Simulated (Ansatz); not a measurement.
# Run report: CH7BN2, nudged elastic band (part 2 of 2)

CH7BN2; UKS LDA/def2-SVP (Ansatz 0.2.0). One setting was made poor on purpose. It belongs to a series of runs on one base structure; here: band between the two ends.

Geometry of the input (Å):
```
B  0.1626  -0.0838  0.1041
N  1.4593  0.4323  -0.1230
N  -0.0326  -1.2221  0.9194
H  0.7208  -1.7432  1.3704
C  -1.0797  0.6049  -0.5852
H  2.3152  0.0254  0.2570
H  1.6174  1.2532  -0.7063
H  -0.9608  -1.6056  1.0937
H  -2.0283  0.4250  -0.0356
H  -1.2212  0.2089  -1.6159
H  -0.9525  1.7050  -0.6786
```

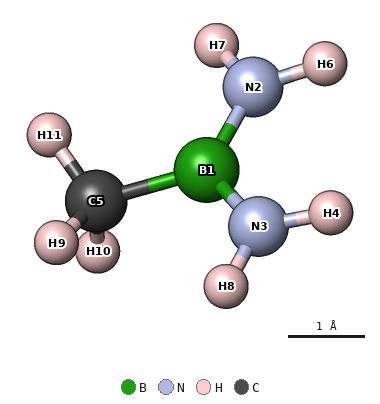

*The input geometry (ball-and-stick view, seen at a tilt; atoms are numbered from 1 in the order of the input).*

**The program's output, continued**
```
NEB iter  44: max|band force component| = 7.561e-2 eV/Å  barrier→ = 2.5586 eV  barrier← = 0.0237 eV  CI = image 5  Δτ_max = 0.0246 Å  (150 SCF iters)
the calculation of the forces begins
reference -4761.10343462 eV, -174.9673240303 hartree; 16, 16 occupied and 75, 75 virtual orbitals, 1062 factors
1062 factors; their error is unknown
mean field evaluation 1760: about -4760.8980 eV, gradient 5.8e-5 eV
mean field -4760.89803423 eV, -174.9597757052 hartree, gradient 2.2e-5 eV, S^2 0.000000; 1 other end points of the search recorded, 0 dependent functions left out
the calculation of the forces begins
reference -4760.89806840 eV, -174.9597769613 hartree; 16, 16 occupied and 75, 75 virtual orbitals, 1062 factors
NEB iter  45: max|band force component| = 4.323e-2 eV/Å  barrier→ = 2.5583 eV  barrier← = 0.0234 eV  CI = image 5  Δτ_max = 0.0000 Å  (301 SCF iters)
```

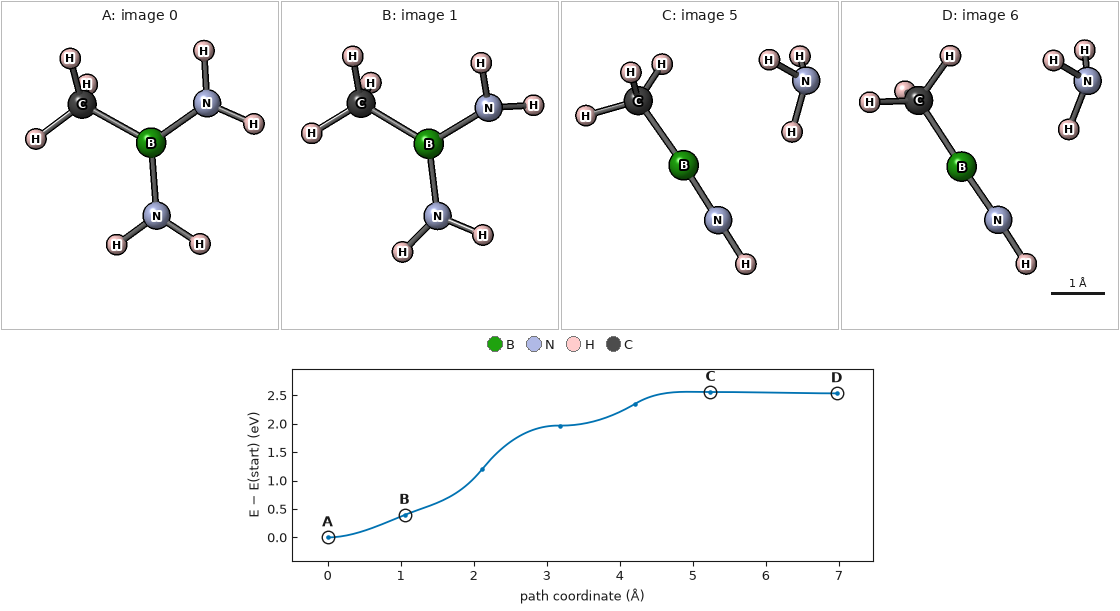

*Images of the last band (counted from 0; ball-and-stick, seen at a tilt) above the energy along the path; the line is a cubic interpolation that uses the forces.*

The highest image is number 5, 2.558 eV above the start and 0.023 eV above the end (the climbing image); the end lies 2.535 eV above the start. The path is 6.97 Å long. The band converged in 45 iterations.

```
Total energy: -4760.89806840 eV, -174.9597769613 hartree
Atom 0 at    -0.884960    -0.460174     0.310457 Å, force    -0.008990    -0.000321    -0.009027 eV/Å
Atom 1 at     2.080778     0.075496     0.144443 Å, force     0.005716    -0.003748    -0.007162 eV/Å
Atom 2 at    -0.678972    -1.382289     1.133251 Å, force     0.026657     0.020638     0.026225 eV/Å
Atom 3 at     1.414837    -0.534201     0.646243 Å, force     0.000441     0.018477    -0.012745 eV/Å
Atom 4 at    -1.215966     0.648886    -0.686887 Å, force     0.003670    -0.026099     0.043249 eV/Å
Atom 5 at     1.922515    -0.094713    -0.858252 Å, force     0.001098     0.000745     0.008819 eV/Å
Atom 6 at     1.781890     1.042766     0.329415 Å, force    -0.001341    -0.009695     0.005059 eV/Å
Atom 7 at    -0.505791    -2.105935     1.813002 Å, force    -0.023536    -0.009460    -0.021112 eV/Å
Atom 8 at    -2.312573     0.705326    -0.855492 Å, force    -0.004436     0.004982    -0.007517 eV/Å
Atom 9 at    -0.725820     0.468032    -1.666238 Å, force     0.004501     0.005822    -0.012373 eV/Å
Atom 10 at    -0.875841     1.636806    -0.309942 Å, force    -0.003780    -0.001342    -0.013416 eV/Å
Dipole moment:    -0.350002     0.123933    -0.143871 e Å
this run last wrote the band of iteration 45 to [file]
```

**The last band as extended XYZ (Å, eV, eV/Å)**
```
11
Properties=species:S:1:pos:R:3:forces:R:3 image=0 energy=-4763.45631
B     0.1626   -0.0838    0.1041   -0.0070   0.0038  -0.0026
N     1.4593    0.4323   -0.1230    0.0020  -0.0008   0.0004
N    -0.0326   -1.2221    0.9194    0.0012  -0.0027  -0.0004
H     0.7208   -1.7432    1.3704   -0.0009   0.0007   0.0007
C    -1.0797    0.6049   -0.5852    0.0095  -0.0053  -0.0040
H     2.3152    0.0254    0.2570    0.0001   0.0005  -0.0002
H     1.6174    1.2532   -0.7063    0.0002   0.0009  -0.0005
H    -0.9608   -1.6056    1.0937   -0.0002   0.0001   0.0000
H    -2.0283    0.4250   -0.0356   -0.0045  -0.0002   0.0024
H    -1.2212    0.2089   -1.6159    0.0000   0.0020   0.0044
H    -0.9525    1.7050   -0.6786   -0.0003   0.0008  -0.0003
11
Properties=species:S:1:pos:R:3:forces:R:3 image=1 energy=-4763.06136
B     0.0995   -0.0879    0.1531    0.0615   0.0399   0.0031
N     1.4585    0.3829    0.0198   -0.0089   0.1354  -0.0399
N    -0.0436   -1.2179    0.9714    0.0080  -0.0353  -0.0623
H     0.8083   -1.5064    1.4580   -0.1255  -0.1966   0.1533
C    -1.0880    0.6067   -0.6123    0.0032   0.0188   0.0499
H     2.1486   -0.1904   -0.4668    0.1520  -0.1414   0.2297
H     1.6209    1.3725   -0.1545   -0.0548   0.1704  -0.3618
H    -0.8997   -1.7121    1.2220   -0.0032  -0.0232  -0.1252
H    -2.1108    0.4598   -0.2064    0.0161  -0.0187   0.0699
H    -1.0866    0.1962   -1.6507   -0.0051   0.0204   0.0477
H    -0.9070    1.6967   -0.7336   -0.0434   0.0303   0.0356
11
Properties=species:S:1:pos:R:3:forces:R:3 image=2 energy=-4762.25743
B     0.0029   -0.1518    0.1488    0.3181   0.2924  -0.2243
N     1.4694    0.1538    0.0683    0.0904   0.2039  -0.1777
N    -0.0587   -1.1869    1.0620    0.3899   0.2298  -0.1662
H     1.0279   -1.1897    1.1736   -1.4699  -1.0312   0.7555
C    -1.0975    0.5852   -0.6782   -0.0334   0.0245  -0.0107
H     1.8880    0.0551   -0.8613    0.0656   0.2197  -0.1788
H     1.7182    1.0710    0.4548    0.0875   0.1741  -0.1642
H    -0.8853   -1.6901    1.4145    0.6483  -0.1039   0.1763
H    -2.1362    0.5042   -0.2978   -0.0135  -0.0636   0.0274
H    -1.0942    0.1878   -1.7197   -0.0012   0.0221  -0.0044
H    -0.8343    1.6613   -0.7650   -0.0818   0.0323  -0.0329
11
Properties=species:S:1:pos:R:3:forces:R:3 image=3 energy=-4761.48819
B    -0.1431   -0.2953    0.2546   -0.0152  -0.0057   0.0020
N     1.4267    0.0694    0.1418    0.0010   0.0078   0.0010
N    -0.2199   -1.3095    1.1293   -0.0026   0.0029  -0.0013
H     1.7436   -0.6911    0.7873   -0.0115   0.0002  -0.0009
C    -1.0938    0.5697   -0.6567   -0.0021  -0.0013  -0.0012
H     1.8482   -0.0279   -0.7966    0.0029  -0.0117  -0.0015
H     1.6742    0.9978    0.5222    0.0069   0.0020  -0.0136
H    -1.1658   -1.6643    1.3274    0.0166  -0.0153   0.0224
H    -2.1376    0.5199   -0.2817   -0.0074   0.0030  -0.0255
H    -1.1151    0.1846   -1.7029    0.0150   0.0147   0.0016
H    -0.8172    1.6466   -0.7248   -0.0036   0.0034   0.0172
11
Properties=species:S:1:pos:R:3:forces:R:3 image=4 energy=-4761.10340
B    -0.4126   -0.3497    0.2837    0.4746   0.0833  -0.0432
N     1.4477    0.0845    0.0470   -0.6444   0.0203  -0.1133
N    -0.3046   -1.2974    1.1783    0.3753   0.0420   0.0054
H     1.5539   -0.6426    0.7792    0.1463  -0.1119   0.1351
C    -1.1619    0.6229   -0.6814    0.0620  -0.0130   0.0202
H     1.9003   -0.1808   -0.8397   -0.0171  -0.0444   0.0257
H     1.7862    1.0114    0.3427   -0.0002  -0.0273   0.0640
H    -0.8592   -1.9419    1.7305   -0.3522   0.1149  -0.1417
H    -2.2690    0.5503   -0.7231    0.0418  -0.1493   0.1368
H    -0.7749    0.4734   -1.7143   -0.0469   0.0500  -0.0370
H    -0.9058    1.6699   -0.4030   -0.0393   0.0356  -0.0520
11
Properties=species:S:1:pos:R:3:forces:R:3 image=5 energy=-4760.89803
B    -0.8850   -0.4602    0.3105   -0.0090  -0.0003  -0.0090
N     2.0808    0.0755    0.1444    0.0057  -0.0037  -0.0072
N    -0.6790   -1.3823    1.1333    0.0267   0.0206   0.0262
H     1.4148   -0.5342    0.6462    0.0004   0.0185  -0.0127
C    -1.2160    0.6489   -0.6869    0.0037  -0.0261   0.0432
H     1.9225   -0.0947   -0.8583    0.0011   0.0007   0.0088
H     1.7819    1.0428    0.3294   -0.0013  -0.0097   0.0051
H    -0.5058   -2.1059    1.8130   -0.0235  -0.0095  -0.0211
H    -2.3126    0.7053   -0.8555   -0.0044   0.0050  -0.0075
H    -0.7258    0.4680   -1.6662    0.0045   0.0058  -0.0124
H    -0.8758    1.6368   -0.3099   -0.0038  -0.0013  -0.0134
11
Properties=species:S:1:pos:R:3:forces:R:3 image=6 energy=-4760.92139
B    -0.9533   -0.5744    0.2112   -0.0021   0.0014  -0.0043
N     2.0851    0.2354    0.3378    0.0120  -0.0007   0.0030
N    -0.6750   -1.5002    1.0069    0.0024  -0.0010  -0.0003
H     1.3531   -0.4189    0.6602   -0.0062  -0.0053   0.0051
C    -1.2542    0.5644   -0.7579    0.0018  -0.0012   0.0030
H     2.0941    0.1917   -0.6895   -0.0017  -0.0008  -0.0079
H     1.7765    1.1813    0.5977   -0.0053   0.0052   0.0017
H    -0.4864   -2.2562    1.6458   -0.0001   0.0000   0.0013
H    -2.0008    1.2728   -0.3419    0.0004   0.0012  -0.0001
H    -1.6323    0.1872   -1.7312   -0.0003   0.0001   0.0002
H    -0.3067    1.1170   -0.9392   -0.0009   0.0011  -0.0017
```

**Key numbers**

```json
{"quantity": "outcome", "value": "converged"}
{"quantity": "barrier, forward", "value": "2.558 eV"}
{"quantity": "barrier, backward", "value": "0.023 eV"}
{"quantity": "hardware", "value": "2 threads of Arm Neoverse V1, 24 GiB of memory available, shared host"}
{"quantity": "wall time", "value": "4.3 min (CPU time 8.2 min)"}
{"quantity": "peak memory", "value": "0.13 GiB"}
```

A deliberately poor setting: spring. The order of the saddle point was not checked.
